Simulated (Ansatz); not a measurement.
# Calculations on BH4OCl

### Relaxation

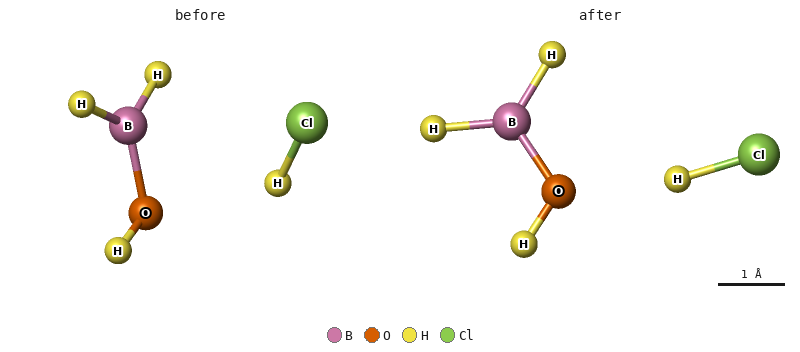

The structure of BH$_{4}$OCl before (left) and after (right) a relaxation, at one scale.

A ball-and-stick model, seen from a free direction.

The run prepares an end point of a later path (reaction) calculation, from a guessed geometry.

Theory: RKS PBE-D4/def2-SVP in Ansatz 0.2.0.

The input:
```yaml
crystal:
  periodic: [false, false, false]
  atoms:
    - { symbol: B, position_ang: [-0.070816, -0.226679, 0.11824] }
    - { symbol: O, position_ang: [-0.070613, -0.441116, 1.489027] }
    - { symbol: H, position_ang: [-0.973896, -0.572245, 1.832598] }
    - { symbol: H, position_ang: [1.020314, -0.094894, -0.394018] }
    - { symbol: H, position_ang: [-1.114548, -0.24418, -0.510119] }
    - { symbol: Cl, position_ang: [0.083528, 2.745961, 0.840088] }
    - { symbol: H, position_ang: [0.366231, 1.717853, 1.648684] }
basis:
  gaussian: { orbitals: def2-SVP }
hamiltonian:
  xc: pbe
  dispersion: d4
relax:
  f_tol: 0.03
  max_steps: 50
output:
  orbitals: {}
```

Command:
```bash
ansatz run input.yaml --threads 1 --pin off --max-ram 2048MiB --backend cpu --events-out ev --progress --plain --runs-dir out
```

Summarise the run.

Answer. The largest move after the best rigid fit is that of H5, 1.41 Å. By element the largest moves are H 1.41 Å, Cl 1.05 Å, O 0.77 Å, B 0.26 Å. Some distances before and after: Cl6–H7 1.338 → 1.312 Å, B1–O2 1.387 → 1.364 Å. Bond angles that change, for instance: B1–O2–H3 111.6° → 114.2°. After 19 accepted moves (22 points after the start) the energy has fallen by 0.111 eV. The largest force component goes from 0.7 to 0.0032 eV/Å. The line search rejected the trial steps at points 5, 9, 16 of the run.

Limits of the set-up: the start holds two separate molecules, 2.2 Å apart at their closest, whose relative position is a soft coordinate.

### Relaxation

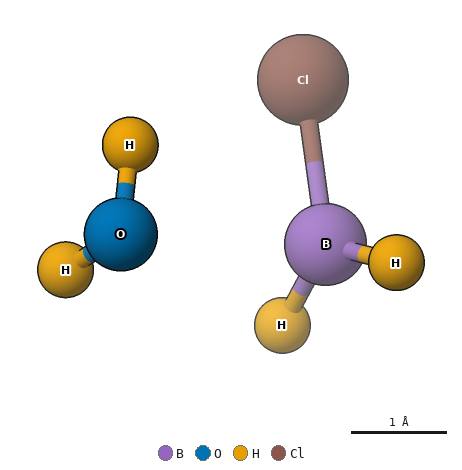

BH$_{4}$OCl, before the relaxation. A ball-and-stick model, seen at a tilt.

The run prepares an end point of a later path (reaction) calculation, from a guessed geometry.

Computed with RKS PBE-D4/def2-SVP in Ansatz 0.2.0.

Input
```yaml
crystal:
  periodic: [false, false, false]
  atoms:
    - { symbol: B, position_ang: [0.036506, 0.449542, -0.369252] }
    - { symbol: O, position_ang: [-0.019189, -0.193254, 2.143825] }
    - { symbol: H, position_ang: [-0.991968, -0.274879, 2.187954] }
    - { symbol: H, position_ang: [1.106129, -0.071078, -0.59132] }
    - { symbol: H, position_ang: [-1.044922, -0.044464, -0.582305] }
    - { symbol: Cl, position_ang: [0.044231, 2.229701, 0.053585] }
    - { symbol: H, position_ang: [0.109414, 0.789131, 2.182012] }
basis:
  gaussian: { orbitals: def2-SVP }
hamiltonian:
  xc: pbe
  dispersion: d4
relax:
  f_tol: 0.03
  max_steps: 50
```

Launched with:
```bash
ansatz run input.yaml --threads 1 --pin off --max-ram 2048MiB --backend cpu --events-out ev --progress --plain --runs-dir out
```

Where does the relaxation end?

The largest move after the best rigid fit is that of O2, 0.53 Å. By element the largest moves are O 0.53 Å, H 0.47 Å, B 0.41 Å, Cl 0.24 Å. Near-neighbour distances that change, for instance: B1–O2 2.595 → 1.675 Å, B1–Cl6 1.830 → 1.853 Å, B1–H4 1.210 → 1.217 Å, O2–H7 0.992 → 0.984 Å. New bonds form, among them: B1–O2 (2.59 → 1.67 Å). Among the angles between lasting bonds that change: H4–B1–H5 125.7° → 118.7°, H4–B1–Cl6 117.2° → 113.5°, H5–B1–Cl6 116.3° → 113.8°. Over 18 accepted moves (20 points after the start) the energy falls by 11.9 kcal/mol. The largest force component goes from 0.86 to 0.0079 eV/Å. The line search rejected the trial steps at points 18, 19 of the run. The forces were under the threshold at step 8, but the run went on from there. The run took 34 s on 1 thread of Arm Neoverse V1 (shared host), peak memory 0.12 GiB.

The structure at the end:

```xyz
7

B    -0.0174    0.3614    0.0227
O    -0.1111   -0.1219    1.6234
H    -1.0204    0.1047    1.9152
H     1.0921   -0.0109   -0.3122
H    -0.9903   -0.1783   -0.4754
Cl   -0.1710    2.2036    0.1534
H     0.4584    0.5261    2.0974
```

The end point in the same view:

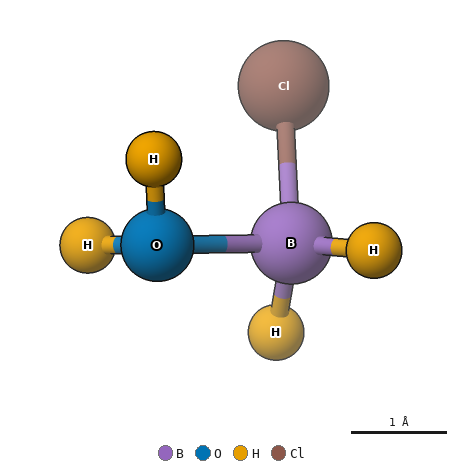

Limits of the set-up: the start holds two separate molecules, 2.6 Å apart at their closest, whose relative position is a soft coordinate.

### Path

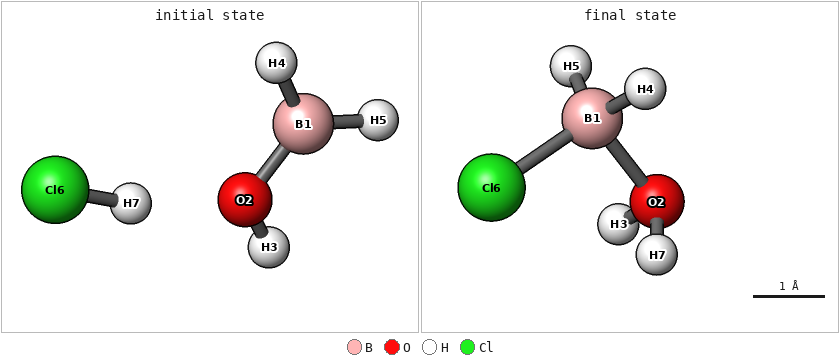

The two relaxed end points of a path for BH₄OCl. A ball-and-stick model, seen at a tilt.

The calculation used RKS PBE-D4/def2-SVP (Ansatz 0.2.0).

Settings: 7 movable images; climbing image; force threshold 0.05 eV/Å; iteration limit 60.

Start:
```xyz
7

B    -0.1374   -0.4331   -0.0161
O    -0.5084    0.1670    1.1509
H    -1.1436   -0.3490    1.6816
H     0.6517    0.1767   -0.7067
H    -0.5966   -1.5223   -0.3115
Cl    0.7907    3.0032    1.6498
H     0.1837    1.8422    1.5766
```

End:
```xyz
7

B     0.0293    0.3518    0.0313
O    -0.1444   -0.1030    1.6336
H    -1.0802    0.0854    1.8619
H     1.1743    0.0266   -0.2241
H    -0.8833   -0.2440   -0.5148
Cl   -0.2181    2.1868    0.1091
H     0.3626    0.5811    2.1275
```

Predict the minimum-energy path and its barrier.

The highest point, image 5, lies 0.57 eV above the start and 0.58 eV above the end; the end is at −0.01 eV relative to the start. Breaking: Cl6–H7 (1.31 → 1.49 at the top → 2.64 Å). Forming: B1–Cl6 (3.93 → 2.23 at the top → 1.85 Å), O2–H7 (1.86 → 1.34 at the top → 0.98 Å). The band is converged. At the top, the vibrational analysis gives one imaginary mode (771i cm⁻¹), as a transition state must have.

Energies of the converged images:

```tsv
image	path (Å)	E (eV)
0	0.00	0.000
1	0.61	0.011
2	1.22	0.034
3	1.83	0.059
4	2.44	0.161
5	3.05	0.570
6	3.52	0.114
7	3.98	-0.009
8	4.44	-0.012
```

The geometry at the top of the path:

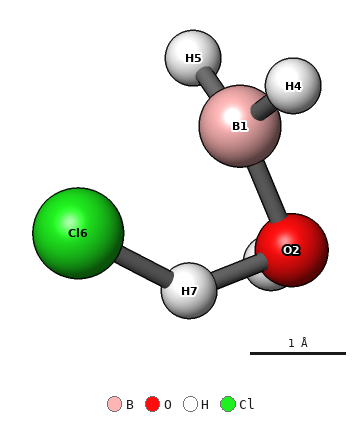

The run took 2.3 min on 1 thread of Arm Neoverse V1, on a shared host, peak memory 0.12 GiB.
